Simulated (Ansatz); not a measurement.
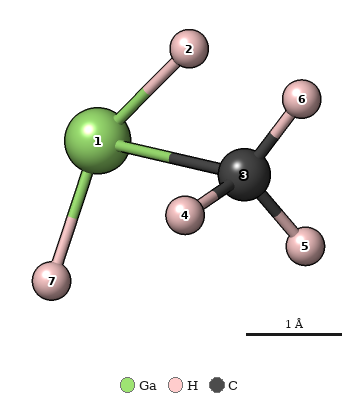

The structure as given in the input (ball-and-stick view, seen at a tilt; atoms are numbered from 1 in the order of the input). Sticks mark near contacts.

# Phonon calculation, with input and output: CH5Ga

System: CH5Ga.
Method: RHF/def2-TZVP (Ansatz 0.2.0).

It belongs to a series of runs on one base structure; here: vibrations at the highest image of the band. Figures and captions count atoms from 1; the log counts them from 0 in places.

### Input
```yaml
crystal:
  periodic: [false, false, false]
  atoms:
    - { symbol: Ga, position_ang: [-0.251481, 0.030255, 0.566133] }
    - { symbol: H, position_ang: [0.939665, 0.336983, 1.515783] }
    - { symbol: C, position_ang: [2.048908, 0.020814, 0.214159] }
    - { symbol: H, position_ang: [2.215603, -0.993948, -0.130017] }
    - { symbol: H, position_ang: [2.148735, 0.728547, -0.601477] }
    - { symbol: H, position_ang: [2.757867, 0.261857, 0.99428] }
    - { symbol: H, position_ang: [-0.649198, -0.384606, -0.88166] }
basis:
  gaussian: { orbitals: def2-TZVP }
hamiltonian:
  xc: hf
phonons: {}
```

Launch command:
```bash
ansatz run input.yaml --threads 2 --pin off --max-ram 3072MiB --backend cpu --events-out ev --progress --plain --runs-dir out
```

### Output
```
Engine: ansatz 0.2.0, aarch64-unknown-linux-gnu
Functional definition: HF
  exchange = exact_x
  correlation = 0
935 factors; their error is unknown
mean field evaluation 1: about -53435.8851 eV, gradient 3.3e1 eV
mean field evaluation 2: about -53437.8615 eV, gradient 2.4e1 eV
mean field evaluation 4: about -53439.3295 eV, gradient 1.5e0 eV
mean field evaluation 8: about -53439.3389 eV, gradient 5.2e-2 eV
mean field -53440.14534731 eV, -1963.8891184821 hartree, gradient 1.9e-5 eV, S^2 0.000000; 0 other end points of the search recorded, 0 dependent functions left out
the calculation of the forces begins
reference -53440.14534731 eV, -1963.8891184821 hartree; 21, 21 occupied and 88, 88 virtual orbitals, 935 factors
these checks for a lower state are left out or cut short: stability, starts, cluster_reference, orbital_swaps, neighbouring_geometries, increment
935 factors; their error is unknown
mean field evaluation 16: about -53439.3387 eV, gradient 4.9e-1 eV
mean field -53440.14533455 eV, -1963.8891180132 hartree, gradient 1.4e-6 eV, S^2 0.000000; 0 other end points of the search recorded, 0 dependent functions left out
[... from here on the field's lines of each further geometry are left out, up to the last ...]
the calculation of the forces begins
reference -53440.14531216 eV, -1963.8891171903 hartree; 21, 21 occupied and 88, 88 virtual orbitals, 935 factors
these checks for a lower state are left out or cut short: stability, starts, cluster_reference, orbital_swaps, neighbouring_geometries, increment
935 factors; their error is unknown
mean field -53440.14529921 eV, -1963.8891167144 hartree, gradient 1.6e-6 eV, S^2 0.000000; 0 other end points of the search recorded, 0 dependent functions left out
the calculation of the forces begins
reference -53440.14529921 eV, -1963.8891167144 hartree; 21, 21 occupied and 88, 88 virtual orbitals, 935 factors
WARN: phonons: modes at or below zero, which the zero-point energy, F, S and C_V leave out: 1, the lowest at -1671.35 cm⁻¹. A minimum has none, and a first-order saddle one
Total energy: -53440.14534731 eV, -1963.8891184821 hartree
Atom 0 at    -0.251481     0.030255     0.566133 Å, force    -0.000640    -0.001460    -0.003121 eV/Å
Atom 1 at     0.939665     0.336983     1.515783 Å, force     0.000407    -0.000053     0.000265 eV/Å
Atom 2 at     2.048908     0.020814     0.214159 Å, force     0.001109     0.001787     0.002172 eV/Å
Atom 3 at     2.215603    -0.993948    -0.130017 Å, force    -0.001054    -0.000545    -0.000610 eV/Å
Atom 4 at     2.148735     0.728547    -0.601477 Å, force     0.000259    -0.000665    -0.000230 eV/Å
Atom 5 at     2.757867     0.261857     0.994280 Å, force    -0.000904     0.000026    -0.001116 eV/Å
Atom 6 at    -0.649198    -0.384606    -0.881660 Å, force     0.000823     0.000909     0.002640 eV/Å
Dipole moment:     0.025933    -0.021746    -0.082181 e Å
Vibrations: -1671.35 200.15 343.29 393.62 535.89 793.20 793.86 1230.88 1538.57 1562.66 2065.21 2156.21 3144.55 3244.35 3256.47 cm⁻¹, zero-point energy 1.317885 eV
```

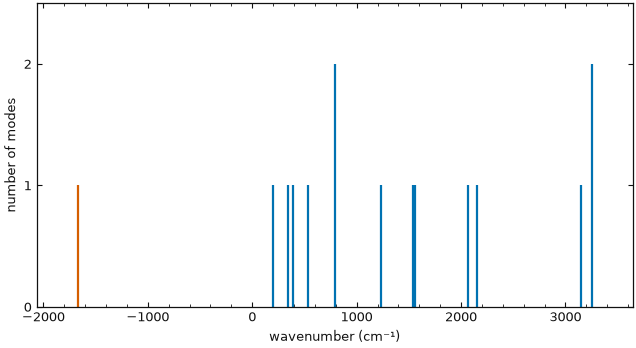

Harmonic vibrational wavenumbers from the force constants; neighbouring modes closer than 22 cm⁻¹ are counted in one stick, and imaginary ones are drawn at negative wavenumbers. 15 modes from 1671i to 3256 cm⁻¹, 1 imaginary beyond 8i (1671i cm⁻¹): a first-order saddle point, if the geometry is stationary.

### Results in brief

- outcome: converged
- total energy: −53440.1453 eV
- mean-field energy: −53440.1453 eV
- largest force (length of the vector): 0.004 eV/Å
- hardware: 2 threads of Arm Neoverse V1, 24 GiB of memory available, shared host
- wall time: 33 s (CPU time 63 s)
- peak memory: 0.19 GiB
